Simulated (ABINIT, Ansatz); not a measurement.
# SnTe2 (Fm-3m): zone-centre phonons, part 2 of 3

Which modes does SnTe2 (Fm-3m) have at the zone centre?

ABINIT 10.8.3; DFT LDA, scalar-relativistic, plane waves, HGH norm-conserving pseudopotentials.

So far. Step 4 (Linear response at Γ): The acoustic modes at Γ come out as far as 0.8 cm⁻¹ from zero, where they should vanish, a small numerical error. The relaxed cell has a = 7.245 Å (conventional setting).

The structure was built from a prototype and need not be the compound's stable phase.

## Step 5: Modes with the sum rule

anaddb reads the merged derivatives and imposes the acoustic sum rule.

anaddb.abi reads:

```
ddb_filepath "gamma_DDB"
output_file "anaddb.abo"
outdata_prefix "anaddb"
asr 1
chneut 1
enunit 2
eivec 1
nph1l 1
qph1l 0.0 0.0 0.0 1.0
```

mrgddb.in reads:

```
gamma_DDB
merged
2
dfpt_gammao_DDB
gso_DDB
```

Run with:

```bash
> mrgddb < mrgddb.in > mrgddb.log
> OMP_NUM_THREADS=1 anaddb anaddb.abi > anaddb.log
```

anaddb.abo, the main output file:

```text
-outvars_anaddb: echo values of input variables ----------------------

 Miscellaneous information :
      enunit         2
       eivec         1
         asr         1
 First list of wavevector (reduced coord.) :
       nph1l         1
       qph1l
                     0.00000000E+00  0.00000000E+00  0.00000000E+00    1.000E+00

================================================================================

 read the DDB information and perform some checks

  ==== Info on the Cryst% object ====
 Real(R)+Recip(G) space primitive vectors, cartesian coordinates (Bohr,Bohr^-1):
 R(1)= -6.8453645  0.0000000  6.8453645  G(1)= -0.0730421 -0.0730421  0.0730421
 R(2)=  0.0000000  6.8453645  6.8453645  G(2)=  0.0730421  0.0730421  0.0730421
 R(3)= -6.8453645  6.8453645  0.0000000  G(3)= -0.0730421  0.0730421 -0.0730421
 Unit cell volume ucvol=  6.4153408E+02 bohr^3
 Angles (23,13,12)=  6.00000000E+01  6.00000000E+01  6.00000000E+01 degrees
 Time-reversal symmetry is present
 Reduced atomic positions [iatom, xred, symbol]:
    1)    0.0000000  0.0000000  0.0000000  Sn
    2)    0.7500000  0.7500000  0.7500000  Te
    3)    0.2500000  0.2500000  0.2500000  Te

 DDB file with 3 blocks has been read.

================================================================================

 Treat the first list of vectors

  Phonon wavevector (reduced coordinates) :  0.00000  0.00000  0.00000
 Phonon energies in Hartree :
   0.000000E+00  0.000000E+00  0.000000E+00  3.627420E-04  3.627420E-04
   3.627420E-04  3.761100E-04  3.761100E-04  3.761100E-04
 Phonon energies in meV     :
-  0.000000E+00  0.000000E+00  0.000000E+00  9.870713E+00  9.870713E+00
-  9.870713E+00  1.023447E+01  1.023447E+01  1.023447E+01
 Phonon frequencies in cm-1    :
-  0.000000E+00  0.000000E+00  0.000000E+00  7.961267E+01  7.961267E+01
-  7.961267E+01  8.254660E+01  8.254660E+01  8.254660E+01
 Phonon frequencies in Thz     :
-  0.000000E+00  0.000000E+00  0.000000E+00  2.386728E+00  2.386728E+00
-  2.386728E+00  2.474685E+00  2.474685E+00  2.474685E+00
 Phonon energies in Kelvin  :
-  0.000000E+00  0.000000E+00  0.000000E+00  1.145449E+02  1.145449E+02
-  1.145449E+02  1.187661E+02  1.187661E+02  1.187661E+02

 Eigendisplacements
 (will be given, for each mode : in cartesian coordinates
   for each atom the real part of the displacement vector,
   then the imaginary part of the displacement vector - absolute values smaller than 1.0d-7 are set to zero)
  Mode number    1   Energy    0.000000E+00
 Attention : low frequency mode.
   (Could be unstable or acoustic mode)
-  1  0.00000000E+00  0.00000000E+00  1.21125234E-03
-     0.00000000E+00  0.00000000E+00  0.00000000E+00
-  2  0.00000000E+00  0.00000000E+00  1.21125961E-03
-     0.00000000E+00  0.00000000E+00  0.00000000E+00
-  3  0.00000000E+00  0.00000000E+00  1.21125961E-03
-     0.00000000E+00  0.00000000E+00  0.00000000E+00
  Mode number    2   Energy    0.000000E+00
 Attention : low frequency mode.
   (Could be unstable or acoustic mode)
-  1  0.00000000E+00  1.21125234E-03  0.00000000E+00
-     0.00000000E+00  0.00000000E+00  0.00000000E+00
-  2  0.00000000E+00  1.21125961E-03  0.00000000E+00
-     0.00000000E+00  0.00000000E+00  0.00000000E+00
-  3  0.00000000E+00  1.21125961E-03  0.00000000E+00
-     0.00000000E+00  0.00000000E+00  0.00000000E+00
  Mode number    3   Energy    0.000000E+00
 Attention : low frequency mode.
   (Could be unstable or acoustic mode)
-  1  1.21125234E-03  0.00000000E+00  0.00000000E+00
-     0.00000000E+00  0.00000000E+00  0.00000000E+00
-  2  1.21125961E-03  0.00000000E+00  0.00000000E+00
-     0.00000000E+00  0.00000000E+00  0.00000000E+00
-  3  1.21125961E-03  0.00000000E+00  0.00000000E+00
-     0.00000000E+00  0.00000000E+00  0.00000000E+00
  Mode number    4   Energy    3.627420E-04
-  1  0.00000000E+00  0.00000000E+00  0.00000000E+00
-     0.00000000E+00  0.00000000E+00  0.00000000E+00
-  2  0.00000000E+00  0.00000000E+00 -1.46615408E-03
-     0.00000000E+00  0.00000000E+00  0.00000000E+00
-  3  0.00000000E+00  0.00000000E+00  1.46615408E-03
-     0.00000000E+00  0.00000000E+00  0.00000000E+00
  Mode number    5   Energy    3.627420E-04
-  1  0.00000000E+00  0.00000000E+00  0.00000000E+00
-     0.00000000E+00  0.00000000E+00  0.00000000E+00
-  2  0.00000000E+00 -1.46615408E-03  0.00000000E+00
-     0.00000000E+00  0.00000000E+00  0.00000000E+00
-  3  0.00000000E+00  1.46615408E-03  0.00000000E+00
-     0.00000000E+00  0.00000000E+00  0.00000000E+00
  Mode number    6   Energy    3.627420E-04
-  1  0.00000000E+00  0.00000000E+00  0.00000000E+00
-     0.00000000E+00  0.00000000E+00  0.00000000E+00
-  2  1.46615408E-03  0.00000000E+00  0.00000000E+00
-     0.00000000E+00  0.00000000E+00  0.00000000E+00
-  3 -1.46615408E-03  0.00000000E+00  0.00000000E+00
-     0.00000000E+00  0.00000000E+00  0.00000000E+00
  Mode number    7   Energy    3.761100E-04
-  1  0.00000000E+00  0.00000000E+00  1.77596302E-03
-     0.00000000E+00  0.00000000E+00  0.00000000E+00
-  2  0.00000000E+00  0.00000000E+00 -8.26110130E-04
-     0.00000000E+00  0.00000000E+00  0.00000000E+00
-  3  0.00000000E+00  0.00000000E+00 -8.26110130E-04
-     0.00000000E+00  0.00000000E+00  0.00000000E+00
  Mode number    8   Energy    3.761100E-04
-  1  0.00000000E+00 -1.77596302E-03  0.00000000E+00
-     0.00000000E+00  0.00000000E+00  0.00000000E+00
-  2  0.00000000E+00  8.26110130E-04  0.00000000E+00
-     0.00000000E+00  0.00000000E+00  0.00000000E+00
-  3  0.00000000E+00  8.26110130E-04  0.00000000E+00
-     0.00000000E+00  0.00000000E+00  0.00000000E+00
  Mode number    9   Energy    3.761100E-04
-  1  1.77596302E-03  0.00000000E+00  0.00000000E+00
-     0.00000000E+00  0.00000000E+00  0.00000000E+00
-  2 -8.26110130E-04  0.00000000E+00  0.00000000E+00
-     0.00000000E+00  0.00000000E+00  0.00000000E+00
-  3 -8.26110130E-04  0.00000000E+00  0.00000000E+00
-     0.00000000E+00  0.00000000E+00  0.00000000E+00

 Analysis of degeneracies and characters (maximum tolerance=1.00E-06 a.u.)
 For each vibration mode, or group of modes if degenerate,
 the characters are given for each symmetry operation (see the list in the log file).
 Symmetry characters of vibration mode #   1
       degenerate with vibration modes #   2 to    3
  3.0 -3.0 -1.0  1.0 -1.0  1.0 -1.0  1.0  1.0 -1.0 -1.0  1.0  1.0 -1.0 -1.0  1.0
 -0.0  0.0  0.0 -0.0  0.0 -0.0 -0.0  0.0  1.0 -1.0 -1.0  1.0 -1.0  1.0  1.0 -1.0
 -0.0  0.0  0.0 -0.0 -0.0  0.0  0.0 -0.0  1.0 -1.0  1.0 -1.0 -1.0  1.0 -1.0  1.0
 Symmetry characters of vibration mode #   4
       degenerate with vibration modes #   5 to    6
  3.0  3.0 -1.0 -1.0 -1.0 -1.0 -1.0 -1.0  1.0  1.0 -1.0 -1.0  1.0  1.0 -1.0 -1.0
  0.0  0.0 -0.0 -0.0  0.0  0.0 -0.0 -0.0  1.0  1.0 -1.0 -1.0 -1.0 -1.0  1.0  1.0
  0.0  0.0  0.0  0.0 -0.0 -0.0 -0.0 -0.0  1.0  1.0  1.0  1.0 -1.0 -1.0 -1.0 -1.0
 Symmetry characters of vibration mode #   7
       degenerate with vibration modes #   8 to    9
  3.0 -3.0 -1.0  1.0 -1.0  1.0 -1.0  1.0  1.0 -1.0 -1.0  1.0  1.0 -1.0 -1.0  1.0
 -0.0  0.0  0.0 -0.0 -0.0  0.0  0.0 -0.0  1.0 -1.0 -1.0  1.0 -1.0  1.0  1.0 -1.0
 -0.0  0.0 -0.0  0.0  0.0 -0.0  0.0 -0.0  1.0 -1.0  1.0 -1.0 -1.0  1.0 -1.0  1.0
-
```

It took 0.56 s on 1 thread of Arm Neoverse N1, shared host.

This step gave:

```
highest optical zone-centre mode (no LO-TO term) : 82.55 cm⁻¹
```

No LO-TO term; unit eigenvectors of the mass-weighted matrix, from anaddb's displacements. Modes at Γ, with each element's share of the kinetic energy:

```tsv
mode	frequency (cm⁻¹)	symmetry	Sn %	Te %
1	0.0	acoustic	32	68
2	0.0	acoustic	32	68
3	0.0	acoustic	32	68
4	79.6	T2g	0	100
5	79.6	T2g	0	100
6	79.6	T2g	0	100
7	82.5	T1u	68	32
8	82.5	T1u	68	32
9	82.5	T1u	68	32
```

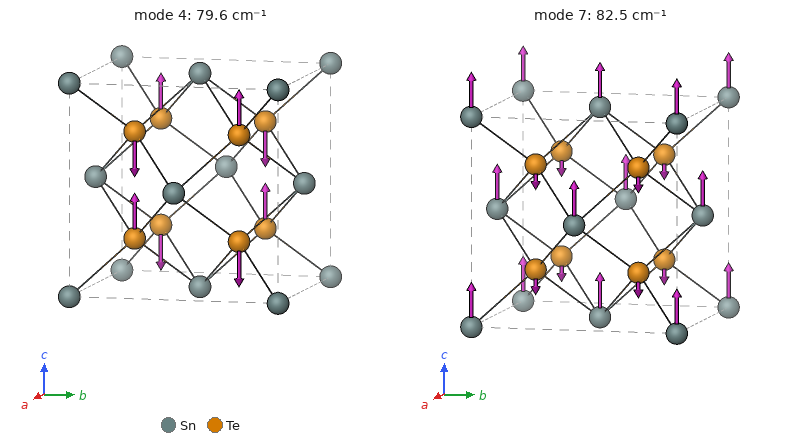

Displacement patterns of modes 4 and 7 at Γ; arrows are exaggerated. Some periodic images of atoms are drawn too.

The rule moves no optical mode by more than 0.1 cm⁻¹.

## Step 6: Sum rules set otherwise (asr 0)

Without the rule the raw error of the acoustic modes shows.

anaddb.abi, as its differences from that of step 5:

```diff
@@ -3,4 +3,4 @@
 outdata_prefix "anaddb"
-asr 1
-chneut 1
+asr 0
+chneut 0
 enunit 2
```

mrgddb.in is that of step 5.

anaddb.abo, the main output file:

```text
-outvars_anaddb: echo values of input variables ----------------------

 Miscellaneous information :
      enunit         2
       eivec         1
      chneut         0
 First list of wavevector (reduced coord.) :
       nph1l         1
       qph1l
                     0.00000000E+00  0.00000000E+00  0.00000000E+00    1.000E+00

================================================================================

 read the DDB information and perform some checks

  ==== Info on the Cryst% object ====
 Real(R)+Recip(G) space primitive vectors, cartesian coordinates (Bohr,Bohr^-1):
 R(1)= -6.8453645  0.0000000  6.8453645  G(1)= -0.0730421 -0.0730421  0.0730421
 R(2)=  0.0000000  6.8453645  6.8453645  G(2)=  0.0730421  0.0730421  0.0730421
 R(3)= -6.8453645  6.8453645  0.0000000  G(3)= -0.0730421  0.0730421 -0.0730421
 Unit cell volume ucvol=  6.4153408E+02 bohr^3
 Angles (23,13,12)=  6.00000000E+01  6.00000000E+01  6.00000000E+01 degrees
 Time-reversal symmetry is present
 Reduced atomic positions [iatom, xred, symbol]:
    1)    0.0000000  0.0000000  0.0000000  Sn
    2)    0.7500000  0.7500000  0.7500000  Te
    3)    0.2500000  0.2500000  0.2500000  Te

 DDB file with 3 blocks has been read.

================================================================================

 Treat the first list of vectors

  Phonon wavevector (reduced coordinates) :  0.00000  0.00000  0.00000
 Phonon energies in Hartree :
  -3.524421E-06 -3.524420E-06 -3.524419E-06  3.627176E-04  3.627176E-04
   3.627176E-04  3.761015E-04  3.761015E-04  3.761015E-04
 Phonon energies in meV     :
- -9.590437E-02 -9.590436E-02 -9.590433E-02  9.870049E+00  9.870049E+00
-  9.870049E+00  1.023424E+01  1.023424E+01  1.023424E+01
 Phonon frequencies in cm-1    :
- -7.735209E-01 -7.735209E-01 -7.735206E-01  7.960732E+01  7.960732E+01
-  7.960732E+01  8.254474E+01  8.254474E+01  8.254474E+01
 Phonon frequencies in Thz     :
- -2.318957E-02 -2.318957E-02 -2.318956E-02  2.386567E+00  2.386567E+00
-  2.386567E+00  2.474629E+00  2.474629E+00  2.474629E+00
 Phonon energies in Kelvin  :
- -1.112924E+00 -1.112924E+00 -1.112924E+00  1.145372E+02  1.145372E+02
-  1.145372E+02  1.187635E+02  1.187635E+02  1.187635E+02

 Eigendisplacements
 (will be given, for each mode : in cartesian coordinates
   for each atom the real part of the displacement vector,
   then the imaginary part of the displacement vector - absolute values smaller than 1.0d-7 are set to zero)
  Mode number    1   Energy   -3.524421E-06
 Attention : low frequency mode.
   (Could be unstable or acoustic mode)
-  1  0.00000000E+00  0.00000000E+00  1.21115546E-03
-     0.00000000E+00  0.00000000E+00  0.00000000E+00
-  2  0.00000000E+00  0.00000000E+00  1.21130468E-03
-     0.00000000E+00  0.00000000E+00  0.00000000E+00
-  3  0.00000000E+00  0.00000000E+00  1.21130468E-03
-     0.00000000E+00  0.00000000E+00  0.00000000E+00
  Mode number    2   Energy   -3.524420E-06
 Attention : low frequency mode.
   (Could be unstable or acoustic mode)
-  1  0.00000000E+00  1.21115546E-03  0.00000000E+00
-     0.00000000E+00  0.00000000E+00  0.00000000E+00
-  2  0.00000000E+00  1.21130468E-03  0.00000000E+00
-     0.00000000E+00  0.00000000E+00  0.00000000E+00
-  3  0.00000000E+00  1.21130468E-03  0.00000000E+00
-     0.00000000E+00  0.00000000E+00  0.00000000E+00
  Mode number    3   Energy   -3.524419E-06
 Attention : low frequency mode.
   (Could be unstable or acoustic mode)
-  1  1.21115546E-03  0.00000000E+00  0.00000000E+00
-     0.00000000E+00  0.00000000E+00  0.00000000E+00
-  2  1.21130468E-03  0.00000000E+00  0.00000000E+00
-     0.00000000E+00  0.00000000E+00  0.00000000E+00
-  3  1.21130468E-03  0.00000000E+00  0.00000000E+00
-     0.00000000E+00  0.00000000E+00  0.00000000E+00
  Mode number    4   Energy    3.627176E-04
-  1  0.00000000E+00  0.00000000E+00  0.00000000E+00
-     0.00000000E+00  0.00000000E+00  0.00000000E+00
-  2  0.00000000E+00  0.00000000E+00  1.46615408E-03
-     0.00000000E+00  0.00000000E+00  0.00000000E+00
-  3  0.00000000E+00  0.00000000E+00 -1.46615408E-03
-     0.00000000E+00  0.00000000E+00  0.00000000E+00
  Mode number    5   Energy    3.627176E-04
-  1  0.00000000E+00  0.00000000E+00  0.00000000E+00
-     0.00000000E+00  0.00000000E+00  0.00000000E+00
-  2  0.00000000E+00  1.46615408E-03  0.00000000E+00
-     0.00000000E+00  0.00000000E+00  0.00000000E+00
-  3  0.00000000E+00 -1.46615408E-03  0.00000000E+00
-     0.00000000E+00  0.00000000E+00  0.00000000E+00
  Mode number    6   Energy    3.627176E-04
-  1  0.00000000E+00  0.00000000E+00  0.00000000E+00
-     0.00000000E+00  0.00000000E+00  0.00000000E+00
-  2  1.46615408E-03  0.00000000E+00  0.00000000E+00
-     0.00000000E+00  0.00000000E+00  0.00000000E+00
-  3 -1.46615408E-03  0.00000000E+00  0.00000000E+00
-     0.00000000E+00  0.00000000E+00  0.00000000E+00
  Mode number    7   Energy    3.761015E-04
-  1  0.00000000E+00  0.00000000E+00  1.77602909E-03
-     0.00000000E+00  0.00000000E+00  0.00000000E+00
-  2  0.00000000E+00  0.00000000E+00 -8.26044053E-04
-     0.00000000E+00  0.00000000E+00  0.00000000E+00
-  3  0.00000000E+00  0.00000000E+00 -8.26044053E-04
-     0.00000000E+00  0.00000000E+00  0.00000000E+00
  Mode number    8   Energy    3.761015E-04
-  1  0.00000000E+00  1.77602909E-03  0.00000000E+00
-     0.00000000E+00  0.00000000E+00  0.00000000E+00
-  2  0.00000000E+00 -8.26044053E-04  0.00000000E+00
-     0.00000000E+00  0.00000000E+00  0.00000000E+00
-  3  0.00000000E+00 -8.26044053E-04  0.00000000E+00
-     0.00000000E+00  0.00000000E+00  0.00000000E+00
  Mode number    9   Energy    3.761015E-04
-  1  1.77602909E-03  0.00000000E+00  0.00000000E+00
-     0.00000000E+00  0.00000000E+00  0.00000000E+00
-  2 -8.26044053E-04  0.00000000E+00  0.00000000E+00
-     0.00000000E+00  0.00000000E+00  0.00000000E+00
-  3 -8.26044053E-04  0.00000000E+00  0.00000000E+00
-     0.00000000E+00  0.00000000E+00  0.00000000E+00

 Analysis of degeneracies and characters (maximum tolerance=1.00E-06 a.u.)
 For each vibration mode, or group of modes if degenerate,
 the characters are given for each symmetry operation (see the list in the log file).
 Symmetry characters of vibration mode #   1
       degenerate with vibration modes #   2 to    3
  3.0 -3.0 -1.0  1.0 -1.0  1.0 -1.0  1.0  1.0 -1.0 -1.0  1.0  1.0 -1.0 -1.0  1.0
 -0.0  0.0 -0.0  0.0  0.0 -0.0 -0.0  0.0  1.0 -1.0 -1.0  1.0 -1.0  1.0  1.0 -1.0
  0.0 -0.0  0.0 -0.0 -0.0  0.0 -0.0  0.0  1.0 -1.0  1.0 -1.0 -1.0  1.0 -1.0  1.0
 Symmetry characters of vibration mode #   4
       degenerate with vibration modes #   5 to    6
  3.0  3.0 -1.0 -1.0 -1.0 -1.0 -1.0 -1.0  1.0  1.0 -1.0 -1.0  1.0  1.0 -1.0 -1.0
 -0.0 -0.0  0.0  0.0 -0.0 -0.0  0.0  0.0  1.0  1.0 -1.0 -1.0 -1.0 -1.0  1.0  1.0
 -0.0 -0.0 -0.0 -0.0  0.0  0.0  0.0  0.0  1.0  1.0  1.0  1.0 -1.0 -1.0 -1.0 -1.0
 Symmetry characters of vibration mode #   7
       degenerate with vibration modes #   8 to    9
  3.0 -3.0 -1.0  1.0 -1.0  1.0 -1.0  1.0  1.0 -1.0 -1.0  1.0  1.0 -1.0 -1.0  1.0
  0.0 -0.0 -0.0  0.0  0.0 -0.0 -0.0  0.0  1.0 -1.0 -1.0  1.0 -1.0  1.0  1.0 -1.0
  0.0 -0.0  0.0 -0.0 -0.0  0.0 -0.0  0.0  1.0 -1.0  1.0 -1.0 -1.0  1.0 -1.0  1.0
-
```

Wall time 0.55 s (1 thread).

Numbers from this step:

```
highest optical zone-centre mode (no LO-TO term) : 82.54 cm⁻¹
```

Zone-centre frequencies as printed; negative means imaginary. Modes:

```tsv
mode	frequency (cm⁻¹)
1	-0.77
2	-0.77
3	-0.77
4	79.61
5	79.61
6	79.61
7	82.54
8	82.54
9	82.54
```

(Continued in part 3 of 3.)

[Host names and launcher messages were left out of these logs when they were recorded.]

[Logs are printed without paths, hosts, clocks, repeated set-up lines and the standing remarks that a program may print on its own settings, such as how far it seeks lower states.]

[Hosts, paths, dates, database ids (printed as entryN), source tags and the programs' standing remarks are cut or masked in the printed files.]
